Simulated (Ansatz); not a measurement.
One crystal and one scan (energy against volume) at two levels, PBE (plane waves to 420 eV, PAW, scalar-relativistic; Ansatz, a quantum-chemistry and plane-wave program) and r2SCAN (plane waves to 500 eV, PAW, scalar-relativistic; Ansatz), each from its own relaxed cell and on its own mesh. The cell shown is that of PBE.

ZnSe (zinc blende)

```
ZnSe
1.0
    0.00000     2.86650     2.86650
    2.86650     0.00000     2.86650
    2.86650     2.86650     0.00000
Se Zn
1 1
Direct
  0.75000   0.75000   0.75000
  0.00000   0.00000   0.00000
```

Equation-of-state scan: isotropic scaling of the cell above, V₀ being its volume. Symmetry pins the atoms to their sites.

Energies are smeared free energies. ZnSe was relaxed with its symmetry unable to fall. Percentages come from the unrounded values.

```csv
quantity,PBE,r2SCAN,PBE − r2SCAN
Lattice constant a (Å),5.733,5.666,+0.067 (+1.2 %)
Bulk modulus B₀ (third-order Birch-Murnaghan fit) (GPa),56.6,65.3,-8.7 (-13 %)
Pressure derivative B₀′ (fit),4.6,4.4,+0.2 (+3 %)
```

PBE gives the higher value for: lattice constant a. PBE gives the lower value for: bulk modulus B₀. For the lattice constant a the reference is 5.6676 Å (measured, room temperature or unstated; as given in Martin Albrecht, Beate Paulus, Hermann Stoll, Physical review. B, Condensed matter (1997), arXiv:cond-mat/9706128): it holds thermal shifts, so no verdict is drawn. For the bulk modulus B₀ the reference is 62.4 GPa (measured, room temperature or unstated; as given in Cormac Toher, Corey Oses, Jose J. Plata et al., Physical Review Materials (2017), arXiv:1611.05714): it holds thermal shifts, so no verdict is drawn.  Neither level is exact: the differences show how much the result hangs on the functional.

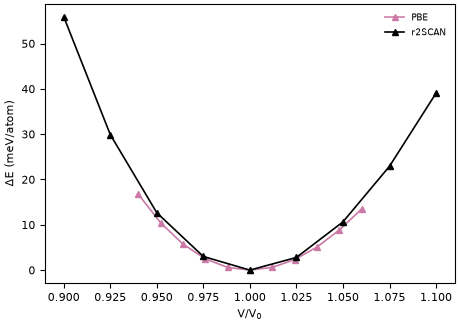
ΔE, each from the relaxed starting cell of its own level.

(Under strain, the slope of the energy per volume gives the stress and its curvature an elastic modulus.)
